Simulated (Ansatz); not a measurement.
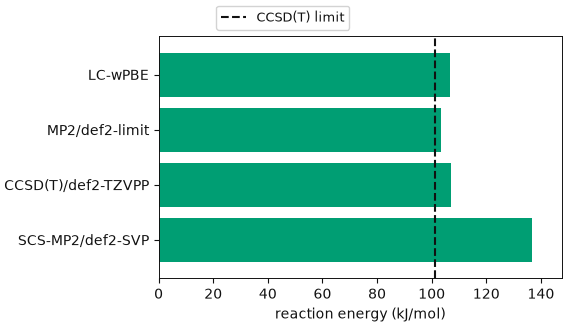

Electronic reaction energy of B₂H₄SO (BB(O)S) + SiH₄ ([SiH4]) → B₂SiH₆S (BB([SiH3])S) + H₂O (O) (SMILES in brackets) at several levels (functionals in def2-TZVPP unless a basis is named), isolated molecules at PBE0-D4 triple-zeta geometries, minima by their frequencies, no zero-point or thermal terms, the Ansatz code 0.2.0. The line is frozen-core CCSD(T) at the basis limit (MP2 extrapolated from triple and quadruple zeta, plus CCSD(T) less MP2 in a smaller set). The distance of CCSD(T)/def2-TZVPP and SCS-MP2/def2-SVP to the limit includes basis error. The limit lies 5.8 kJ/mol from CCSD(T)/def2-TZVPP, so the line itself is uncertain by a part of that.

Q: Which level comes closest to the line (CCSD(T) limit), and which misses most?

A: Closest MP2/def2-limit (103.2 kJ/mol), against 101.1 kJ/mol; farthest SCS-MP2/def2-SVP (136.7 kJ/mol).

Q: What range do the values span, the line included?

A: From 101.1 kJ/mol (CCSD(T) limit) to 136.7 kJ/mol (SCS-MP2/def2-SVP).
